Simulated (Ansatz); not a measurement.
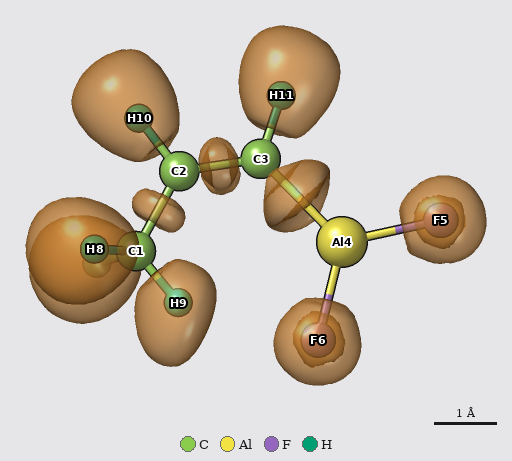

Figure. C3H5AlF2 (SMILES C/C=[CH]\[Al]([F])[F]). Isosurface of the electron localisation function at 0.8 (orange), seen across its widest extent. Only the valence region is drawn (cores and ρ < 0.01 e/Å³ removed).

Geometry: B3LYP-D3(BJ)/def2-SVP.

All numbers below come from isolated molecule in a Gaussian basis; Kohn-Sham density functional theory, functional PBE0 (Ansatz).

Input file:

```
basis:
  gaussian: {orbitals: def2-SVPD}
crystal:
  periodic: [false, false, false]
  atoms:
    - symbol: C
      position_ang: [1.789005, -2.168446, 0.415499]
    - symbol: C
      position_ang: [1.405836, -2.538713, 1.815800]
    - symbol: C
      position_ang: [0.296447, -2.154862, 2.480952]
    - symbol: Al
      position_ang: [-1.082268, -1.021272, 1.780928]
    - symbol: F
      position_ang: [-2.411707, -0.607476, 2.684196]
    - symbol: F
      position_ang: [-1.026579, -0.391685, 0.240414]
    - symbol: H
      position_ang: [1.912193, -3.074858, -0.202809]
    - symbol: H
      position_ang: [2.767757, -1.657549, 0.405923]
    - symbol: H
      position_ang: [1.047266, -1.514283, -0.065027]
    - symbol: H
      position_ang: [2.125741, -3.194224, 2.329212]
    - symbol: H
      position_ang: [0.187315, -2.530376, 3.507202]
hamiltonian: {xc: pbe0}
magnetization: {spin_polarized: false, initial_magnetization: 0}
output: {forces: true, orbitals: {seedname: orbitals}}
```

Command:

```sh
ansatz run input.yaml --threads 2 --pin off --max-ram 4350MiB --events-out events.jsonl --progress --plain --runs-dir runs
```

Describe the localisation domains.

Answer. At this value the surface marks out one region between bonded Al–C atoms (shared pairs), two regions between bonded C–C atoms (shared pairs), five regions around hydrogen nuclei and two regions wrapped around F (the valence shell of each). Profiles from the grid: C–C (1.35 Å): the ELF peaks at about 0.95 between the atoms: a covalent bond. Al–F (1.66 Å): the ELF peaks at about 0.85 in the valence shell of F, 0.5 Å from its nucleus, and is about 0.30 at the midpoint.
